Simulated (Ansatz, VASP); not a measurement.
# Cross-check of BN between VASP and Ansatz, part 2 of 2

One calculation is typed for both programs; each brings its own data sets and cutoff. How far apart do they land?

VASP 6.6.1 and Ansatz 0.2.0.

So far: The starting structure; Ansatz: band structure, PBE0; VASP: band structure, PBE0.

## (3) VASP: band structure, PBE0 (continued)

Level of this step: PBE0; plane waves and PAW (N, B) (VASP).

Numbers of over 12 decimals in the logs are rounded to 6 here.

OUTCAR, selected parts (step 3):

```text
ion  position               nearest neighbor table
   1  0.667  0.333  0.250-   4 1.45   4 1.45   4 1.45
   2  0.333  0.667  0.750-   3 1.45   3 1.45   3 1.45
   3  0.667  0.333  0.750-   2 1.45   2 1.45   2 1.45
   4  0.333  0.667  0.250-   1 1.45   1 1.45   1 1.45

  LATTYP: Found a hexagonal cell.
 ALAT       =     2.5039900000
 C/A-ratio  =     2.6602342661

 Subroutine GETGRP returns: Found 24 space group operations
 (whereof 12 operations were pure point group operations)

The static configuration has the point symmetry D_3d.
 The point group associated with its full space group is D_6h.

 Found     16 irreducible k-points:

   k-points           NKPTS =     16   k-points in BZ     NKDIM =     98   number of bands    NBANDS=     14

   dimension x,y,z NGX =    18 NGY =   18 NGZ =   48
   dimension x,y,z NGXF=    36 NGYF=   36 NGZF=   96

   ENCUT  =  460.0 eV  33.81 Ry    5.81 a.u.   4.38  4.38 11.65*2*pi/ulx,y,z

   NELECT =      16.0000    total number of electrons

 k-points in reciprocal lattice and weights: Automatic mesh
   0.00000000  0.00000000  0.00000000       0.010
   0.14285714  0.00000000  0.00000000       0.061
   0.28571429  0.00000000  0.00000000       0.061
   0.42857143 -0.00000000  0.00000000       0.061
   0.14285714  0.14285714  0.00000000       0.061
   0.28571429  0.14285714  0.00000000       0.122
   0.42857143  0.14285714  0.00000000       0.061
   0.28571429  0.28571429  0.00000000       0.061
   0.00000000  0.00000000  0.50000000       0.010
[...]
0.42857143  0.14285714  0.50000000       0.061
   0.28571429  0.28571429  0.50000000       0.061

  exchange ACFDT corr.  =         0.00000000  see jH, gK, PRB 81, 115126

 average (electrostatic) potential at core
       1 -59.3660       2 -59.3660       3 -25.6718       4 -25.6718

 E-fermi :   1.1998

 k-point     1 :       0.0000    0.0000    0.0000
  band No.  band energies     occupation
    ...
      4      -3.5045      2.00000
      5      -0.5358      2.00000
      6      -0.5357      2.00000
      7      -0.4965      2.00000
      8      -0.4964      2.00000
      9       8.1960      0.00000
     10      13.7953      0.00000
     11      15.1189      0.00000
     12      15.1190      0.00000
     13      15.2579      0.00000
    ...

 k-point     2 :       0.1429    0.0000    0.0000
  band No.  band energies     occupation
    ...
      4      -2.9616      2.00000
      5      -2.1814      2.00000
      6      -2.1404      2.00000
      7      -1.2820      2.00000
      8      -1.2319      2.00000
      9       8.8970      0.00000
     10      13.5084      0.00000
     11      14.6152      0.00000
     12      15.0494      0.00000
     13      15.5091      0.00000
    ...

 k-point     3 :       0.2857    0.0000    0.0000
  band No.  band energies     occupation
    ...
      4      -5.4466      2.00000
      5      -3.4248      2.00000
      6      -2.6172      2.00000
      7      -2.5546      2.00000
      8      -1.4520      2.00000
      9      10.6036      0.00000
     10      11.4846      0.00000
     11      12.1497      0.00000
     12      13.8465      0.00000
     13      14.8304      0.00000
    ...

  energy-cutoff  :      460.00
  volume of cell :       36.17
      direct lattice vectors                 reciprocal lattice vectors
     2.503990000  0.000000000  0.000000000     0.399362617  0.230572115  0.000000000
    -1.251995000  2.168518951  0.000000000     0.000000000  0.461144229  0.000000000
     0.000000000  0.000000000  6.661200000     0.000000000  0.000000000  0.150123101

 POSITION                                       TOTAL-FORCE (eV/Angst)
 -----------------------------------------------------------------------------------
      1.25200      0.72284      1.66530         0.000000      0.000000     -0.000000
     -0.00000      1.44568      4.99590         0.000000     -0.000000     -0.000000
      1.25200      0.72284      4.99590        -0.000000      0.000000      0.000000
     -0.00000      1.44568      1.66530        -0.000000     -0.000000      0.000000
 -----------------------------------------------------------------------------------
    total drift:                                0.000000      0.000000     -0.000000

  FREE ENERGIE OF THE ION-ELECTRON SYSTEM (eV)
  ---------------------------------------------------
  free  energy   TOTEN  =       -42.6755970452 eV

  energy  without entropy=      -42.6755970452  energy(sigma->0) =      -42.67559705

 total charge
# of ion       s       p       d       tot
------------------------------------------
    1        1.233   2.797   0.000   4.031
    2        1.233   2.797   0.000   4.031
    3        0.750   1.410   0.000   2.160
    4        0.750   1.410   0.000   2.160
--------------------------------------------------
tot          3.967   8.415   0.000  12.381

[... 3 further parts left out ...]
```

## (4) Comparison

Known differences besides the PAW data sets themselves: exact exchange at q = 0 is treated differently, which shows on coarse meshes; VASP keeps PBE cores, Ansatz makes them for the functional; the cutoff is 420 eV in Ansatz and 460 eV in VASP; VASP takes a coarser grid for exact exchange (PRECFOCK = Fast). Total energies have different zeros and are not compared.

Both answers:

```tsv
quantity	Ansatz	VASP	difference
gap over the path points (eV)	6.304	6.296	+0.008
```

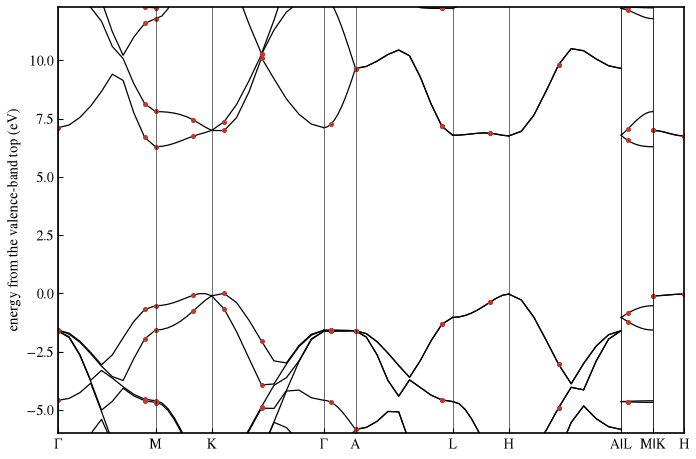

Bands from VASP (lines) and levels from Ansatz (dots). Dots without a line are higher empty bands that the VASP plot leaves out.

Levels at points of the path, from each program's valence-band top (eV; 4 filled, then empty):

```tsv
k (reciprocal lattice)	Ansatz	VASP
0.000 0.000 0.000	-1.63 -1.63 -1.59 -1.59 7.10 12.71 14.06	-1.62 -1.62 -1.58 -1.58 7.11 12.71 14.04
0.444 0.000 0.000	-4.61 -4.54 -1.96 -0.68 6.70 8.15 11.59	-4.61 -4.54 -1.95 -0.69 6.69 8.14 11.59
0.500 0.000 0.000	-4.68 -4.62 -1.58 -0.52 6.30 7.81 11.79	-4.67 -4.61 -1.57 -0.53 6.30 7.80 11.79
0.389 0.222 0.000	-6.97 -6.89 -0.76 -0.08 6.75 7.46 13.71	-6.97 -6.89 -0.76 -0.08 6.75 7.45 13.71
0.296 0.296 0.000	-7.57 -7.54 -0.67 0.00 6.99 7.37 13.11	-7.57 -7.54 -0.67 0.00 6.99 7.37 13.10
0.185 0.185 0.000	-4.92 -4.87 -3.93 -2.03 10.11 10.26 10.28	-4.92 -4.86 -3.92 -2.04 10.11 10.26 10.29
0.000 0.000 0.111	-1.63 -1.63 -1.59 -1.59 7.25 12.47 14.06	-1.62 -1.62 -1.58 -1.58 7.26 12.47 14.04
0.000 0.000 0.500	-1.61 -1.61 -1.61 -1.61 9.65 9.65 14.13	-1.60 -1.60 -1.60 -1.60 9.66 9.66 14.10
0.444 0.000 0.500	-4.58 -4.58 -1.32 -1.32 7.18 7.18 12.24	-4.57 -4.57 -1.32 -1.32 7.17 7.17 12.23
0.389 0.222 0.500	-6.93 -6.93 -0.37 -0.37 6.88 6.88 14.56	-6.93 -6.93 -0.37 -0.37 6.88 6.88 14.56
```

Among the levels compared (up to four filled and three empty ones at each point), filled levels agree within 11 meV and empty ones within 22 meV.

## (5) Summary of results

| Item | Value |
| --- | --- |
| difference in gap over the path points (band structure, PBE0) | 0.0076 eV |

**Reading.** The difference in gap over the path points is 0.0076 eV (band structure, PBE0), within the 0.08 eV picked in this series as the mark of a large difference. How closely two codes agree says nothing of how well the functional describes the real material.

[Lines on the potential files, build, host, timing and source positions are cut from VASP's logs without a mark.]

[Logs are printed without paths, hosts, clocks, repeated set-up lines and the standing remarks that a program may print on its own settings, such as how far it seeks lower states.]

[Hosts, paths, dates, database ids (printed as entryN), source tags and the programs' standing remarks are cut or masked in the printed files.]
